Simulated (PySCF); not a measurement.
**C2HCl2Si (SMILES C#C[Si](Cl)Cl) at UM06-L/cc-pVDZ**

What is the energy change on altering one bond length of C2HCl2Si at UM06-L/cc-pVDZ? Input form: a Python script.

Program for the calculation: PySCF 2.14.0.

1 further run of the same task is left out (set aside as unsound or not needed).

## Step 1: The system as given

C2HCl2Si has 6 atoms, charge 0, and is taken as a doublet. As SMILES, `C#C[Si](Cl)Cl`. The coordinates come from a PBE0-D4/def2-TZVP relaxation.

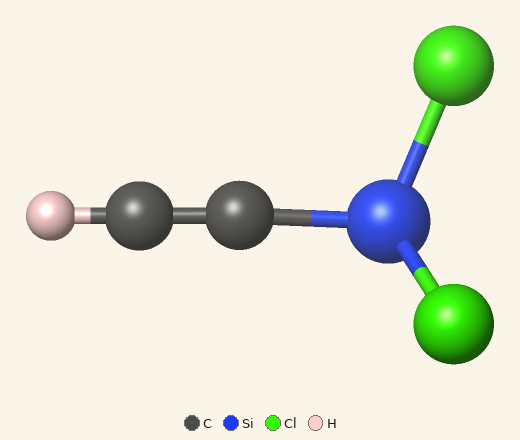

Viewed from a chosen angle; carbon dark grey, silicon blue, chlorine green, hydrogen pink.

## Step 2: The energy at UM06-L/cc-pVDZ

File input.xyz:

```xyz
6
C2HCl2Si
C      1.324500     0.483500     1.111500
C      0.521500     0.095400     0.297200
Si    -0.504400    -0.583800    -1.021800
Cl    -1.914000    -1.830600    -0.226100
Cl    -1.406000     0.937000    -2.046300
H      2.020400     0.834500     1.839400
```

File calc.py:

```python
from pyscf import gto, dft

system = gto.M(
    atom='input.xyz',
    max_memory=1860,
    charge=0,
    verbose=3,
    spin=1,
    basis='cc-pvdz',
)

mf = dft.UKS(system, xc='m06-l')
mf.grids.level = 5
mf.conv_tol = 1e-10
mf.kernel()
if not mf.converged:
    mf = mf.newton().run(mf.mo_coeff, mf.mo_occ)

energy = mf.e_tot
print('E(%s) = %.9f' % ('M06-L', energy))
```

Run with:

```sh
$ OMP_NUM_THREADS=1 python calc.py
```

Standard output:

```text
converged SCF energy = -1286.68830005996  <S^2> = 0.7529305  2S+1 = 2.0029284
E(M06-L) = -1286.688300060
```

It took 77 s on 1 thread of Arm Neoverse V1, shared host; peak memory 0.51 GiB.

## Step 3: The distorted shape

File input.py:

```python
from pyscf import gto, dft

system = gto.M(
    atom='''
C        1.632278       0.687265       1.507210
C        0.829278       0.299165       0.692910
Si      -0.504400      -0.583800      -1.021800
Cl      -1.914000      -1.830600      -0.226100
Cl      -1.406000       0.937000      -2.046300
H        2.328178       1.038265       2.235110
''',
    basis='cc-pvdz',
    verbose=3,
    max_memory=1860,
    charge=0,
    spin=1,
)

mf = dft.UKS(system, xc='m06-l')
mf.grids.level = 5
mf.conv_tol = 1e-10
mf.kernel()
if not mf.converged:
    mf = mf.newton().run(mf.mo_coeff, mf.mo_occ)

e_final = mf.e_tot
print('Final energy', e_final)
```

Run with:

```sh
$ OMP_NUM_THREADS=1 python input.py
```

Standard output:

```text
converged SCF energy = -1286.63749982769  <S^2> = 0.75485183  2S+1 = 2.004846
Final energy -1286.637499827686
```

It took 1.7 min on 1 thread of Arm Neoverse V1, shared host; peak memory 0.51 GiB.

## Step 4: What came out

Level: UM06-L/cc-pVDZ.

```
                                                          quantity           value
                                         first shape: total energy  -1286.68830 Eh
                                        first shape: dipole moment          1.93 D
                   first shape: HOMO energy (highest over α and β)        -5.72 eV
                    first shape: LUMO energy (lowest over α and β)        -4.01 eV
                                                 first shape: ⟨S²⟩           0.753
                                     distorted shape: total energy  -1286.63750 Eh
                                    distorted shape: dipole moment          0.93 D
               distorted shape: HOMO energy (highest over α and β)        -6.42 eV
                distorted shape: LUMO energy (lowest over α and β)        -4.83 eV
                                             distorted shape: ⟨S²⟩           0.755
energy change with the C2–Si3 bond stretched from 1.804 to 2.345 Å        1.382 eV
```

**Reading.** With the C2–Si3 bond stretched from 1.804 to 2.345 Å the energy rises by 1.38 eV (32 kcal/mol). The first shape isn't relaxed at this level, so the change isn't measured from a minimum.
